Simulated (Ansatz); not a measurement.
H₂O₂: frequency calculation

- system: H₂O₂
- method: RKS PBE0-D4/def2-TZVP (Ansatz 0.2.0)

The geometry comes from this level: PBE0-D4/def2-TZVP. Figures and captions count atoms from 1; the log counts them from 0 in places.

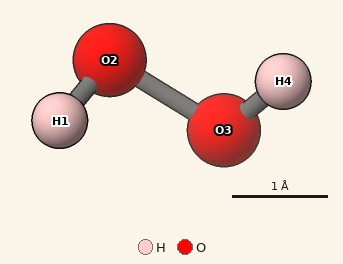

*The structure as given in the input (ball-and-stick view, seen on its broad side; atoms are numbered from 1 in the order of the input).*

Bond lengths as drawn: H–O 0.96 Å and O–O 1.43 Å.

Results in brief:

- outcome: converged
- total energy: −4121.3104 eV
- mean-field energy: −4121.2957 eV
- dispersion energy: −0.0147 eV
- largest force (length of the vector): 0.002 eV/Å
- dipole moment: 1.86 D
- hardware: 4 threads of Arm Neoverse V2, 23 GiB of memory available, shared host
- wall time: 4.3 s (CPU time 14 s)
- peak memory: 0.46 GiB

The input:
```yaml
crystal:
  periodic: [false, false, false]
  atoms:
    - {symbol: H, position_ang: [0.630491, -1.090183, 1.479430]}
    - {symbol: O, position_ang: [0.120218, -0.669743, 2.182140]}
    - {symbol: O, position_ang: [-0.311480, 0.522719, 1.530765]}
    - {symbol: H, position_ang: [0.166030, 1.192421, 2.035167]}
basis:
  gaussian: {orbitals: def2-TZVP}
hamiltonian: {xc: pbe0, dispersion: d4}
phonons: {temperatures: {t_min: 298.15, t_max: 900, t_step: 200}}
```

Launch command:
```bash
ansatz run in.yaml --threads 4 --pin off --events-out ev --progress --plain --max-ram 9574MiB
```

The program's output:
```
Functional definition: PBE0
  name "PBE0"
  cite "Adamo & Barone, J. Chem. Phys. 110, 6158 (1999) doi:10.1063/1.478522"
  cite "Perdew, Burke & Ernzerhof, Phys. Rev. Lett. 77, 3865 (1996) doi:10.1103/PhysRevLett.77.3865"
  parent pbe
  parameter a = 0.25
  parameter kappa = 0.804
  parameter beta = 0.06672455060314922
  exchange = (1 - a)*pbe_x(kappa = kappa, mu = beta*pi^2/3) + a*exact_x
  correlation = pbe_c(beta = beta)
390 factors; their error is unknown
mean field evaluation 1: about -4119.0714 eV, gradient 3.7e1 eV
mean field evaluation 2: about -4118.2568 eV, gradient 4.4e1 eV
mean field evaluation 4: about -4121.2906 eV, gradient 3.0e-1 eV
mean field evaluation 8: about -4121.2957 eV, gradient 5.5e-3 eV
mean field -4121.29568026 eV, -151.4548227348 hartree, gradient 2.3e-5 eV, S^2 0.000000; 0 other end points of the search recorded, 0 dependent functions left out
the calculation of the forces begins
reference -4121.29569578 eV, -151.4548233055 hartree; 9, 9 occupied and 65, 65 virtual orbitals, 390 factors
these checks for a lower state are left out or cut short: stability, starts, cluster_reference, orbital_swaps, neighbouring_geometries, increment
390 factors; their error is unknown
mean field evaluation 16: about -4121.2906 eV, gradient 3.8e-1 eV
mean field -4121.29563380 eV, -151.4548210278 hartree, gradient 1.6e-6 eV, S^2 0.000000; 0 other end points of the search recorded, 0 dependent functions left out
[... from here on the field's lines of each further geometry are left out, up to the last ...]
the calculation of the forces begins
reference -4121.29564536 eV, -151.4548214526 hartree; 9, 9 occupied and 65, 65 virtual orbitals, 390 factors
these checks for a lower state are left out or cut short: stability, starts, cluster_reference, orbital_swaps, neighbouring_geometries, increment
390 factors; their error is unknown
mean field -4121.29563024 eV, -151.4548208969 hartree, gradient 1.6e-6 eV, S^2 0.000000; 0 other end points of the search recorded, 0 dependent functions left out
the calculation of the forces begins
reference -4121.29564576 eV, -151.4548214672 hartree; 9, 9 occupied and 65, 65 virtual orbitals, 390 factors
Total energy: -4121.31041362 eV, -151.4553641759 hartree
Atom 0 at     0.630491    -1.090183     1.479430 Å, force    -0.000091     0.000193    -0.000189 eV/Å
Atom 1 at     0.120218    -0.669743     2.182140 Å, force    -0.000517     0.001606    -0.000463 eV/Å
Atom 2 at    -0.311480     0.522719     1.530765 Å, force     0.000398    -0.001857     0.000336 eV/Å
Atom 3 at     0.166030     1.192421     2.035167 Å, force     0.000210     0.000058     0.000316 eV/Å
Dipole moment:     0.368871     0.093084    -0.074055 e Å
Vibrations: 394.20 1007.37 1346.36 1464.15 3806.61 3806.73 cm⁻¹, zero-point energy 0.733083 eV
```

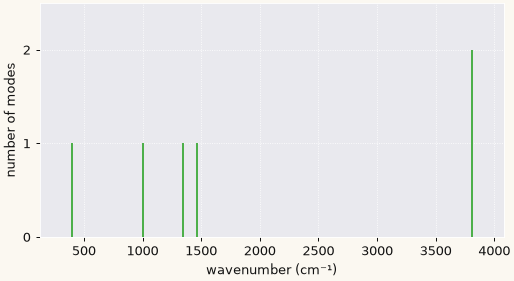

*Harmonic vibrational wavenumbers from the force constants; neighbouring modes closer than 16 cm⁻¹ are counted in one stick.*

6 modes from 394 to 3807 cm⁻¹, none imaginary.

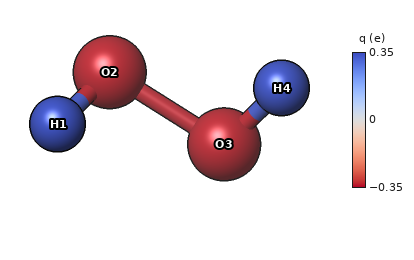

*Mulliken charges, as the colour of each atom (ball-and-stick view, seen on its broad side; atoms are numbered from 1 in the order of the input).*

By element: H +0.33 and O −0.33 e.
